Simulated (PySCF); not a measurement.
# C5H3ClO: the cost of one run

Computed with PySCF 2.14.0 and routines of our own; the level stands in each step. Atoms count from 0.

## Step 1: The starting structure

10 atoms, charge 0, multiplicity 1; geometry from: GFN2-xTB.

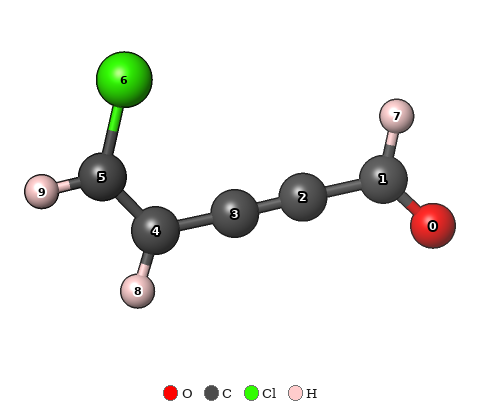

The starting geometry (oxygen red, carbon dark grey, chlorine green, hydrogen pink).

## Step 2: Geometry optimisation at HF/def2-SVP

Job settings and geometry (Å):

```
{"job": {"xc": "HF", "basis": "def2-SVP", "grid": 1, "kind": "geom"}, "charge": 0, "multiplicity": 1}
O     -3.337120    -0.484152    -1.243604
C     -2.558378    -0.603828    -0.333290
C     -1.191953    -0.207056    -0.352802
C     -0.031914     0.137693    -0.387501
C      1.314526     0.525245    -0.398129
C      2.142897     0.368893     0.639131
Cl     1.665737    -0.330071     2.123163
H     -2.855565    -1.052046     0.637022
H      1.684017     0.973838    -1.310225
H      3.176637     0.676138     0.603706
```

On the command line:

```
$ OMP_NUM_THREADS=1 python excited_run.py task.json out
```

One launch serves the whole session: the jobs run in the order shown.

Q: Estimate the wall time and peak memory of this first job on 1 thread of Arm Neoverse N1, shared host.

About 33 s, with a peak of 0.5 GiB.
